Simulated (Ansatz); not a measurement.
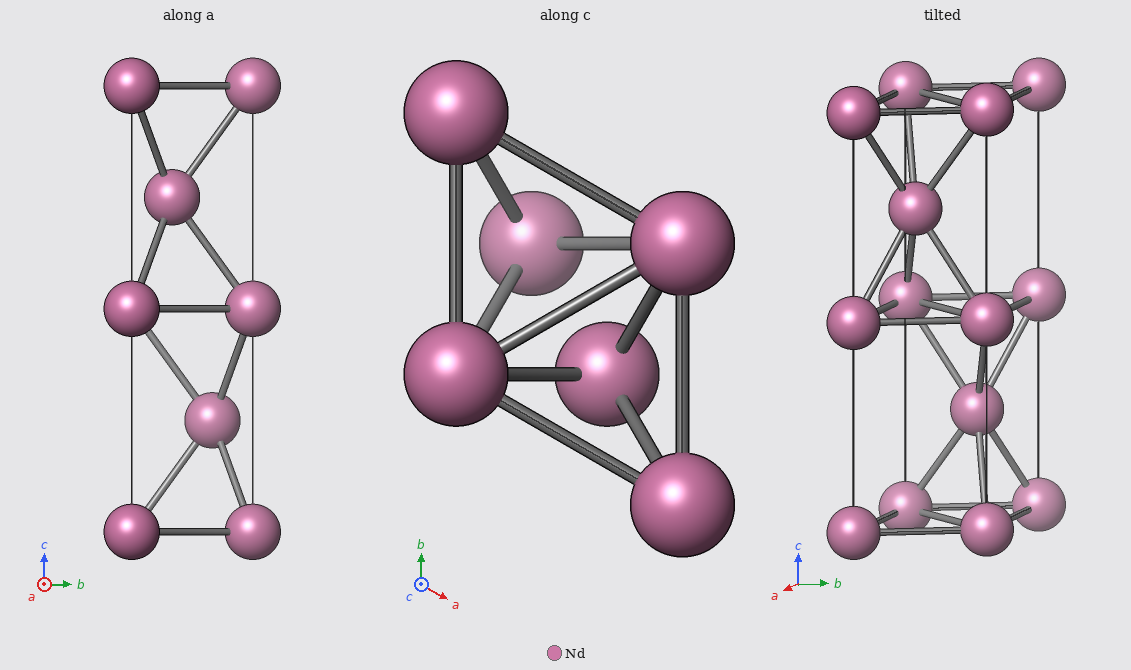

View along the a axis, along the c axis and slightly off an axis, drawn as a ball-and-stick model. The parallelepiped is the conventional unit cell.

The cell is given by a = 3.69 Å, b = 3.69 Å, c = 11.76 Å, α = 90.00°, β = 90.00°, γ = 120.00°.

> How many atoms are there in one cell?

4 (neodymium), counting shared atoms by their share.

> Which space group does it belong to?

P6_3/mmc (No. 194), with Nd on 2a and Nd on 2c.

> Give the prototype.

Double hexagonal close-packed (α-La type).

> What is the topology of the bonding, in broad terms?

The bonds build a three-dimensional framework.

The starting point was a structure type known for this element. Earlier steps of the study may have refined or changed the cell and positions. A calculation with Ansatz used it as input.
